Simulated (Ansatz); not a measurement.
## ZnS, response to strain

Consider ZnS in the wurtzite structure (space group P6_3mc, No. 186; a = 3.7822 Å, c = 6.2077 Å). Axes: x lies along a and z along c of the hexagonal cell.

Strains are applied to the cell and any free atomic positions relax.

Computed with PBEsol (Ansatz, a quantum-chemistry and plane-wave program), no spin-orbit coupling.

Notes on the quantities. energy relative to the base: free energy F.

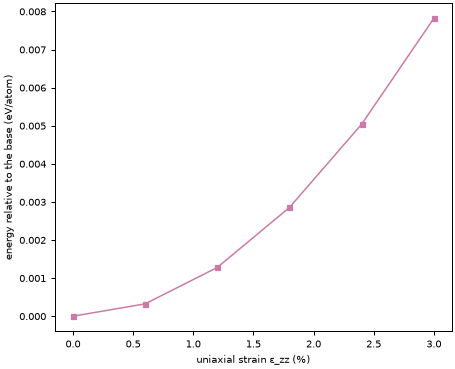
Figure. Energy relative to the base against uniaxial strain ε_zz

```csv
uniaxial strain ε_zz (%),energy relative to the base
0.6,+0.3 meV/atom
1.2,+1.3 meV/atom
1.8,+2.9 meV/atom
2.4,+5.0 meV/atom
3,+7.8 meV/atom
```

Stability against distortions was not tested.
